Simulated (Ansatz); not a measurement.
**H2F (doublet): correlated methods under varied settings at distance H1–H2 along a hydrogen transfer = 0.745 Å**

What do other methods and options give for H2F (doublet) at this geometry, and how long do they take?

Program: Ansatz 0.2.0, Gaussian basis. Level of theory: the settings change from run to run. These are calculated values, not measurements.

6 further runs of the same task are left out: 6 that didn't finish.

## 1. The geometry

The geometry derives from fragments relaxed apart (PBE0/def2-TZVP) and kept rigid, so it is no stationary point. A hydrogen atom is moved between rigid fragments.

3 atoms, charge 0, spin multiplicity 2.

Atoms are counted from 1 here; the program's logs count them from 0.

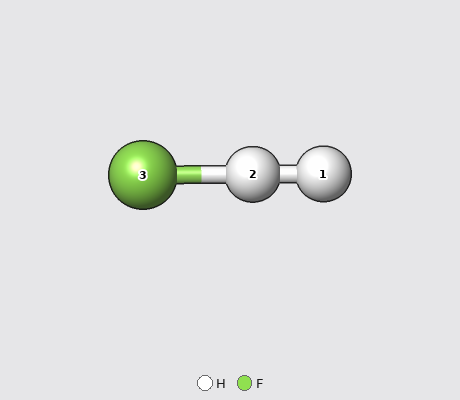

The geometry (hydrogen white, fluorine green); atoms are numbered from 1 in the order of the file.

## 2. CCSD on ROHF/def2-TZVP

in.yaml

```yaml
crystal:
  periodic: [false, false, false]
  atoms:
    - {symbol: H, position_ang: [0.000000, 0.000000, -0.882000]}
    - {symbol: H, position_ang: [0.000000, 0.000000, -0.137000]}
    - {symbol: F, position_ang: [0.000000, 0.000000, 1.019000]}
basis:
  gaussian: {orbitals: def2-TZVP}
magnetization: {spin_polarized: false, initial_magnetization: 1}
correlation: {method: ccsd, electrons: all}
```

Run with:

```
$ ansatz run in.yaml --threads 1 --pin off --events-out ev --progress --plain --max-ram 2393MiB
```

The log of the run (excerpt; [...] marks lines left out):

```text
Functional definition: HF
  name "HF"
  cite "Fock, Z. Phys. 61, 126 (1930) doi:10.1007/BF01340294"
  parent pbe
[...]
305 factors; integrals over basis functions are off by at most 1.7e-3 eV
[...]
mean field -2734.46978877 eV, -100.4899112469 hartree, gradient 1.9e-6 eV, S^2 0.750000; 3 other end points of the search recorded, 0 dependent functions left out
[...]
determinant -2734.46978877 eV, -100.4899112469 hartree, with singles and doubles -2742.89960131 eV, -100.7997011442 hartree
determinant -2733.03413947 eV, -100.4371521085 hartree, with singles and doubles -2740.47162954 eV, -100.7104748271 hartree
reference -2734.46978877 eV, -100.4899112469 hartree; 6, 5 occupied and 37, 38 virtual orbitals, 305 factors
second order -7.83984269 eV of doubles, -0.21701051 eV of singles
cycle   1  -8.43543258 eV  change    -1.4e0 eV  update   1.5e-2
[...]
cycle   8  -8.46185292 eV  change   -1.3e-5 eV  update   1.0e-5
Total energy: -2742.93164168 eV, -100.8008786059 hartree
```

Wall time 0.9 s (1 thread of Arm Neoverse V2, shared host).

From the report: correlation -8.4619 eV; T1 0.036; largest double amplitude 0.07.

## 3. MRCISD+Q(3,2)/6-31++G**

in.yaml: that of step 2 with these lines changed.

```diff
@@ -7,4 +7,6 @@
 basis:
-  gaussian: {orbitals: def2-TZVP}
+  gaussian: {orbitals: "6-31++G**"}
 magnetization: {spin_polarized: false, initial_magnetization: 1}
-correlation: {method: ccsd, electrons: all}
+hamiltonian: {pseudopotentials: {relativity: scalar}}
+correlation: {method: fic_mrcisd_q, electrons: outside_noble_gas, active_space: {window: {electrons: 3, orbitals: 2}}}
+accuracy: high
```

Launched as before.

The log of the run (excerpt; [...] marks lines left out):

```text
Functional definition: HF
  name "HF"
  cite "Fock, Z. Phys. 61, 126 (1930) doi:10.1007/BF01340294"
  parent pbe
[...]
492 factors; integrals over basis functions are off by at most 3.2e-9 eV
[...]
mean field -2735.58070838 eV, -100.5307367899 hartree, gradient 1.2e-8 eV, S^2 0.750000; 3 other end points of the search recorded, 0 dependent functions left out
reference -2735.58070838 eV, -100.5307367899 hartree; 6, 5 occupied and 25, 26 virtual orbitals, 492 factors
state -2735.58070838 eV, -100.5307367899 hartree
contracted CI cycle   1: correlation 0.00000000 eV, 0.0000000000 hartree, residual 2.61e1 eV
contracted CI cycle   2: correlation -5.29201288 eV, -0.1944778865 hartree, residual 4.38e0 eV
contracted CI cycle   3: correlation -5.55872416 eV, -0.2042793450 hartree, residual 1.38e0 eV
contracted CI cycle   4: correlation -5.59241950 eV, -0.2055176260 hartree, residual 5.53e-1 eV
[...]
contracted CI cycle  10: correlation -5.59865294 eV, -0.2057467008 hartree, residual 4.60e-4 eV
contracted CI cycle  11: correlation -5.59865295 eV, -0.2057467008 hartree, residual 1.10e-4 eV
contracted CI cycle  12: correlation -5.59865295 eV, -0.2057467009 hartree, residual 3.27e-5 eV
contracted CI cycle  13: correlation -5.59865295 eV, -0.2057467009 hartree, residual 9.99e-6 eV
contracted CI cycle  14: correlation -5.59865295 eV, -0.2057467009 hartree, residual 3.11e-6 eV
contracted CI cycle  15: correlation -5.59865295 eV, -0.2057467009 hartree, residual 9.00e-7 eV
contracted CI cycle  16: correlation -5.59865295 eV, -0.2057467009 hartree, residual 2.84e-7 eV
contracted CI cycle  17: correlation -5.59865295 eV, -0.2057467009 hartree, residual 1.15e-7 eV
state -2735.58070838 eV, -100.5307367899 hartree; corrected -2741.56479456 eV, -100.7506479009 hartree
WARN: 1 active orbitals are nearly empty or full. The corrections depend on them more than the energy does, and are more stable in an active space without them
Total energy: -2741.56479456 eV, -100.7506479009 hartree
Relativity: scalar
```

Run time: 0.57 s. Hardware: 1 thread of Arm Neoverse V2, shared host.

From the report: 1 determinant; active occupations 2.00, 1.00. The report marks this result as in doubt.

## 4. HF/6-31G*

in.yaml

```yaml
crystal:
  periodic: [false, false, false]
  atoms:
    - {symbol: H, position_ang: [0.000000, 0.000000, -0.882000]}
    - {symbol: H, position_ang: [0.000000, 0.000000, -0.137000]}
    - {symbol: F, position_ang: [0.000000, 0.000000, 1.019000]}
basis:
  gaussian: {orbitals: "6-31G*", fitting: {mean_field: def2-universal-jkfit}}
magnetization: {spin_polarized: true, initial_magnetization: 1}
hamiltonian: {xc: hf}
output: {orbitals: {seedname: orbitals}}
```

Same command.

The log of the run:

```text
Functional definition: HF
  name "HF"
  cite "Fock, Z. Phys. 61, 126 (1930) doi:10.1007/BF01340294"
  parent pbe
  exchange = exact_x
  correlation = 0
113 factors; integrals over basis functions are off by at most 4.3e-2 eV
mean field evaluation 1: about -2731.7992 eV, gradient 1.5e1 eV
mean field evaluation 2: about -2732.8639 eV, gradient 9.6e0 eV
mean field evaluation 4: about -2733.2558 eV, gradient 1.3e0 eV
mean field evaluation 8: about -2733.3046 eV, gradient 8.8e-6 eV
mean field evaluation 16: about -2733.3046 eV, gradient 8.8e-6 eV
mean field -2733.30459445 eV, -100.4470911457 hartree, gradient 8.8e-6 eV, S^2 0.781721; 0 other end points of the search recorded, 0 dependent functions left out
reference -2733.30459445 eV, -100.4470911457 hartree; 6, 5 occupied and 13, 14 virtual orbitals, 113 factors
Total energy: -2733.30459445 eV, -100.4470911457 hartree
```

It took 0.06 s on 1 thread of Arm Neoverse V2, shared host.

From the report: ⟨S²⟩ of the determinant 0.782 (pure doublet: 0.75).

## 5. NEVPT2(3,9)/def2-SVPD

in.yaml

```yaml
crystal:
  periodic: [false, false, false]
  atoms:
    - {symbol: H, position_ang: [0.000000, 0.000000, -0.882000]}
    - {symbol: H, position_ang: [0.000000, 0.000000, -0.137000]}
    - {symbol: F, position_ang: [0.000000, 0.000000, 1.019000]}
basis:
  gaussian: {orbitals: def2-SVPD}
magnetization: {spin_polarized: false, initial_magnetization: 1}
correlation: {method: sc_nevpt2, electrons: outside_noble_gas, active_space: {window: {electrons: 3, orbitals: 9}}}
```

Same command.

The log of the run (excerpt; [...] marks lines left out):

```text
Functional definition: HF
  name "HF"
  cite "Fock, Z. Phys. 61, 126 (1930) doi:10.1007/BF01340294"
  parent pbe
[...]
379 factors; integrals over basis functions are off by at most 1.2e-3 eV
[...]
mean field -2731.11002373 eV, -100.3664421590 hartree, gradient 1.7e-6 eV, S^2 0.750000; 3 other end points of the search recorded, 0 dependent functions left out
reference -2731.11002373 eV, -100.3664421590 hartree; 6, 5 occupied and 33, 34 virtual orbitals, 379 factors
state -2732.55580818 eV, -100.4195737578 hartree
state -2732.55580818 eV, -100.4195737578 hartree; corrected -2737.52560561 eV, -100.6022104448 hartree
state -2732.04923937 eV, -100.4009576972 hartree
state -2732.04923937 eV, -100.4009576972 hartree; corrected -2736.86066442 eV, -100.5777743067 hartree
state -2732.55580818 eV, -100.4195737578 hartree; corrected -2737.52560561 eV, -100.6022104448 hartree
Total energy: -2737.52560561 eV, -100.6022104448 hartree
```

Run time: 3.4 s. Hardware: 1 thread of Arm Neoverse V2, shared host.

From the report: 162 determinants; active occupations 1.96, 1.00, 0.03, 0.01, 0.00, 0.00, 0.00, 0.00, 0.00.

## 6. All runs side by side

 † marks a result that the program doubts.

```
                                     level         correlated  functions  energy (eV)    time
                    CCSD on ROHF/def2-TZVP                all         43   -2742.9316   0.9 s
MRCISD+Q(3,2)/6-31++G** (relativity set) †  outside noble gas         31   -2741.5648  0.57 s
                                 HF/6-31G*                            19   -2733.3046  0.06 s
                     NEVPT2(3,9)/def2-SVPD  outside noble gas         39   -2737.5256   3.4 s
```

## 7. Results

| quantity | value |
| --- | --- |
| runs | 4 |
| quickest | HF/6-31G*, 0.06 s |
| slowest | NEVPT2(3,9)/def2-SVPD, 3.4 s |

**Reading.** Total energies in different bases, with other cores or another treatment of relativity can't be set against each other. NEVPT2(3,9)/def2-SVPD took 56 times as long as HF/6-31G*; the jobs differ in more than the method.
